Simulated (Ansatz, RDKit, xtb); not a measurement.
# C4H4F3NO: ranking a sample of isomers, part 2 of 2

Which of a sample of isomers of C4H4F3NO is the most stable in the gas at 298.15 K, and what are its properties? The sample is small against all isomers, and the most stable one of this formula need not be in it.

xtb, Ansatz and PySCF; isolated molecules.

## Step 9: The final energy

Single points at CCSD(T)/def2-SVP + MP2/def2-TZVPP - MP2/def2-SVP on the refined geometries decide the order.

c001a, CCSD(T)/def2-SVP:

File input.yaml:

```yaml
basis:
  gaussian:
    orbitals: def2-SVP
crystal:
  periodic: [false, false, false]
  atoms:
    - {symbol: C, position_ang: [-0.612642, -1.923107, 1.261548]}
    - {symbol: C, position_ang: [0.118771, 0.308376, 0.676028]}
    - {symbol: C, position_ang: [0.002684, 1.566143, 0.214093]}
    - {symbol: C, position_ang: [-1.222302, 2.225188, -0.318692]}
    - {symbol: F, position_ang: [-2.308985, 1.406396, -0.307618]}
    - {symbol: F, position_ang: [-1.058451, 2.631717, -1.589664]}
    - {symbol: F, position_ang: [-1.553482, 3.315586, 0.394615]}
    - {symbol: N, position_ang: [-0.864247, -0.659084, 0.763559]}
    - {symbol: O, position_ang: [0.460421, -2.304301, 1.660822]}
    - {symbol: H, position_ang: [-1.528169, -2.559190, 1.251811]}
    - {symbol: H, position_ang: [-1.803706, -0.436474, 0.452332]}
    - {symbol: H, position_ang: [1.084374, -0.050089, 1.040542]}
    - {symbol: H, position_ang: [0.886024, 2.206398, 0.214294]}
correlation:
  method: ccsd_t
  frozen_orbitals: {C: 1, "N": 1, F: 1, O: 1, H: 0}
```

The run is started by

```
ansatz run input.yaml --threads 4 --pin off --max-ram 7830MiB --events-out events.jsonl --progress --plain --runs-dir runs
```

The program printed, cut to the lines that bear on the results:

```text
Warning: RAYON_NUM_THREADS=4 ignored (pool sized by the plan → 4); use --threads N
Functional definition: HF
  name "HF"
[...]
1453 factors; integrals over basis functions are off by at most 1.3e-3 eV
[...]
mean field -15809.31488950 eV, -580.9816062506 hartree, gradient 1.8e-6 eV, S^2 0.000000; 0 other end points of the search recorded, 0 dependent functions left out
9 core orbitals not correlated: weight in the atoms' cores, before any rotation towards them, 1.000 or more for the frozen orbitals, at most 0.000 for the correlated occupied ones
reference -15809.31488950 eV, -580.9816062506 hartree; 26, 26 occupied and 111, 111 virtual orbitals, 1453 factors
second order -38.33022284 eV of doubles, -0.00000000 eV of singles
cycle   1  -38.24100764 eV  change    8.9e-2 eV  update   1.5e-1
[...]
cycle   9  -39.39575043 eV  change   -9.1e-6 eV  update   4.9e-5
perturbative correction -1.14011742 eV, -0.0418985423 hartree
Total energy: -15849.85075735 eV, -582.4712719178 hartree
```

Wall time 58 s (4 threads of Arm Neoverse V1, shared host); peak memory 1.5 GiB.

## Step 10: c001a at MP2/def2-TZVPP

File input.yaml:

```yaml
basis:
  gaussian: {orbitals: def2-TZVPP}
crystal:
  periodic: [false, false, false]
  atoms:
    - symbol: C
      position_ang: [-0.612642, -1.923107, 1.261548]
    - symbol: C
      position_ang: [0.118771, 0.308376, 0.676028]
    - symbol: C
      position_ang: [0.002684, 1.566143, 0.214093]
    - symbol: C
      position_ang: [-1.222302, 2.225188, -0.318692]
    - symbol: F
      position_ang: [-2.308985, 1.406396, -0.307618]
    - symbol: F
      position_ang: [-1.058451, 2.631717, -1.589664]
    - symbol: F
      position_ang: [-1.553482, 3.315586, 0.394615]
    - symbol: N
      position_ang: [-0.864247, -0.659084, 0.763559]
    - symbol: O
      position_ang: [0.460421, -2.304301, 1.660822]
    - symbol: H
      position_ang: [-1.528169, -2.559190, 1.251811]
    - symbol: H
      position_ang: [-1.803706, -0.436474, 0.452332]
    - symbol: H
      position_ang: [1.084374, -0.050089, 1.040542]
    - symbol: H
      position_ang: [0.886024, 2.206398, 0.214294]
correlation: {method: mp2, frozen_orbitals: {C: 1, "N": 1, F: 1, O: 1, H: 0}}
```

The run is started by

```
ansatz run input.yaml --threads 4 --pin off --max-ram 7830MiB --events-out events.jsonl --progress --plain --runs-dir runs
```

The program printed:

```text
Warning: RAYON_NUM_THREADS=4 ignored (pool sized by the plan → 4); use --threads N
[... 2 set-up lines as earlier in the session ...]
  exchange = exact_x
  correlation = 0
2129 factors; integrals over basis functions are off by at most 1.1e-3 eV
mean field evaluation 1: about -15821.1480 eV, gradient 5.8e1 eV
mean field evaluation 2: about -15821.5725 eV, gradient 5.8e1 eV
mean field evaluation 4: about -15828.2035 eV, gradient 6.4e0 eV
mean field evaluation 8: about -15828.3380 eV, gradient 6.3e-1 eV
mean field evaluation 16: about -15828.3403 eV, gradient 5.3e-6 eV
mean field -15828.34034020 eV, -581.6807786680 hartree, gradient 5.3e-6 eV, S^2 0.000000; 0 other end points of the search recorded, 0 dependent functions left out
9 core orbitals not correlated: weight in the atoms' cores, before any rotation towards them, 1.000 or more for the frozen orbitals, at most 0.000 for the correlated occupied ones
reference -15828.34034020 eV, -581.6807786680 hartree; 26, 26 occupied and 300, 300 virtual orbitals, 2129 factors
second order -49.02713313 eV of doubles, -0.00000000 eV of singles
Total energy: -15877.36747333 eV, -583.4824925787 hartree
```

Wall time 10 s (4 threads of Arm Neoverse V1, shared host); peak memory 1.2 GiB.

## Step 11: c568a at CCSD(T)/def2-SVP

File input.yaml:

```yaml
crystal:
  periodic: [false, false, false]
  atoms:
    - {symbol: C, position_ang: [-0.233415, -0.160080, 0.027817]}
    - {symbol: C, position_ang: [-0.866500, 1.046063, 0.672887]}
    - {symbol: C, position_ang: [-1.193095, 2.220776, 0.122433]}
    - {symbol: C, position_ang: [-1.073883, 2.580854, -1.332818]}
    - {symbol: F, position_ang: [-2.023232, 1.956676, -2.084039]}
    - {symbol: F, position_ang: [0.111842, 2.247545, -1.860906]}
    - {symbol: F, position_ang: [-1.247635, 3.896009, -1.508333]}
    - {symbol: N, position_ang: [-0.764160, -0.576380, -1.151485]}
    - {symbol: O, position_ang: [0.688432, -0.718599, 0.593551]}
    - {symbol: H, position_ang: [-0.309751, -1.347941, -1.626589]}
    - {symbol: H, position_ang: [-1.501141, -0.070241, -1.624766]}
    - {symbol: H, position_ang: [-0.958349, 0.938896, 1.757532]}
    - {symbol: H, position_ang: [-1.580054, 3.031816, 0.744347]}
basis:
  gaussian: {orbitals: def2-SVP}
correlation: {method: ccsd_t, frozen_orbitals: {C: 1, "N": 1, F: 1, O: 1, H: 0}}
```

The run is started by

```
ansatz run input.yaml --threads 4 --pin off --max-ram 7830MiB --events-out events.jsonl --progress --plain --runs-dir runs
```

The program printed, cut to the lines that bear on the results:

```text
Warning: RAYON_NUM_THREADS=4 ignored (pool sized by the plan → 4); use --threads N
[... 2 set-up lines as earlier in the session ...]
[...]
1449 factors; integrals over basis functions are off by at most 1.2e-3 eV
[...]
mean field -15809.21745768 eV, -580.9780256974 hartree, gradient 1.8e-6 eV, S^2 0.000000; 0 other end points of the search recorded, 0 dependent functions left out; unrestricted orbitals would lower it
9 core orbitals not correlated: weight in the atoms' cores, before any rotation towards them, 1.000 or more for the frozen orbitals, at most 0.000 for the correlated occupied ones
reference -15809.21745768 eV, -580.9780256974 hartree; 26, 26 occupied and 111, 111 virtual orbitals, 1449 factors
second order -38.41596752 eV of doubles, -0.00000000 eV of singles
cycle   1  -38.32053602 eV  change    9.5e-2 eV  update   1.5e-1
[...]
cycle  11  -39.47088533 eV  change    5.3e-5 eV  update   2.2e-5
perturbative correction -1.14609126 eV, -0.0421180769 hartree
Total energy: -15849.83443428 eV, -582.4706720560 hartree
```

It took 62 s on 4 threads of Arm Neoverse V1, shared host; peak memory 1.5 GiB.

For c568a the log finds that unrestricted Hartree-Fock orbitals lie lower, a sign to watch the closed-shell reference there.

## Step 12: Putting it together

Energies in kcal/mol from c568a; G adds the thermal terms to the CCSD(T)/def2-SVP + MP2/def2-TZVPP - MP2/def2-SVP energy. The columns left of the relaxed level are at the tight-binding geometries.

```
label               SMILES     spin  GFN2-xTB  HF/STO-3G  r2SCAN-D4/def2-SVP  B3LYP-D3(BJ)/def2-SVP  HF/def2-SVP  MP2/def2-SVP  CCSD(T)/def2-SVP + MP2/def2-TZVPP - MP2/def2-SVP    G  share at equilibrium     T1
c568a  NC(=O)/C=C\C(F)(F)F  singlet       0.0        0.0                 0.0                    0.0          0.0           0.0                                               0.0  0.0                92.6 %  0.014
c361a       N#CCCOC(F)(F)F  singlet      -0.9      -40.4                10.9                    8.8         -2.7          -0.8                                               2.0  1.9                 3.8 %  0.012
c001a    O=CN/C=C\C(F)(F)F  singlet      -6.4       -6.6                -1.2                   -1.6         -2.2          -0.3                                               1.0  1.9                 3.6 %  0.014
```

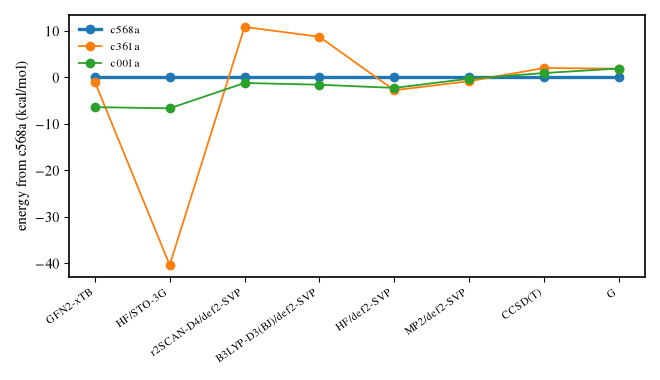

The finalists at each level, measured from c568a.

Lowest found: c568a, `NC(=O)/C=C\C(F)(F)F`, a singlet. Bond lengths: C1–C2 1.507 Å, C2–C3 1.338 Å, C3–C4 1.504 Å, C4–F5 1.362 Å, C4–F6 1.340 Å, C4–F7 1.338 Å, C1–N8 1.359 Å, C1–O9 1.217 Å, N8–H10 1.014 Å, N8–H11 1.012 Å, C2–H12 1.094 Å, C3–H13 1.093 Å. Some angles: C1–C2–C3 129.0°, C2–C1–N8 116.9°, C2–C1–O9 119.1°, N8–C1–O9 124.0°, C2–C3–C4 126.1°, C3–C4–F5 111.6°, C3–C4–F6 113.1°, C3–C4–F7 110.6°, F5–C4–F6 106.6°, F5–C4–F7 106.7°.

```xyz
13

C    -0.2334   -0.1601    0.0278
C    -0.8665    1.0461    0.6729
C    -1.1931    2.2208    0.1224
C    -1.0739    2.5809   -1.3328
F    -2.0232    1.9567   -2.0840
F     0.1118    2.2475   -1.8609
F    -1.2476    3.8960   -1.5083
N    -0.7642   -0.5764   -1.1515
O     0.6884   -0.7186    0.5936
H    -0.3098   -1.3479   -1.6266
H    -1.5011   -0.0702   -1.6248
H    -0.9583    0.9389    1.7575
H    -1.5801    3.0318    0.7443
```

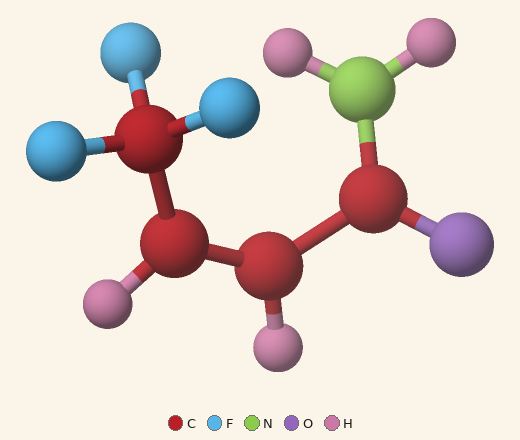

The lowest structure found, seen from a chosen angle (carbon red, fluorine blue, nitrogen green, oxygen purple, hydrogen pink).

## Step 13: Results

This closing draws on all 2 parts.

| quantity | value |
| --- | --- |
| lowest structure found | NC(=O)/C=C\C(F)(F)F, singlet |
| next finalist | N#CCCOC(F)(F)F, singlet, 1.9 kcal/mol higher in G |
| share at equilibrium, among the finalists | 92.6 % |
| funnel | 31 starts, 30 minima at GFN2-xTB, 18 screening runs, 6 relaxed, 3 ranked |
| CPU time of all runs | 27 min |

**Reading.** The lowest structure found is `NC(=O)/C=C\C(F)(F)F`. The margin, 1.9 kcal/mol, is modest. GFN2-xTB, r2SCAN-D4/def2-SVP and B3LYP-D3(BJ)/def2-SVP favour the singlet O=CN/C=C\C(F)(F)F; HF/STO-3G, HF/def2-SVP and MP2/def2-SVP favour the singlet N#CCCOC(F)(F)F. The largest share of the time went into the final energies (51 %). 12 minima inside the window were never screened. The search is not exhaustive (a finite list of starts, one conformer a finalist), so a lower isomer can't be ruled out. Only 14 drawn patterns were tried, so whole families of isomers are missing, and the result ranks this sample alone.
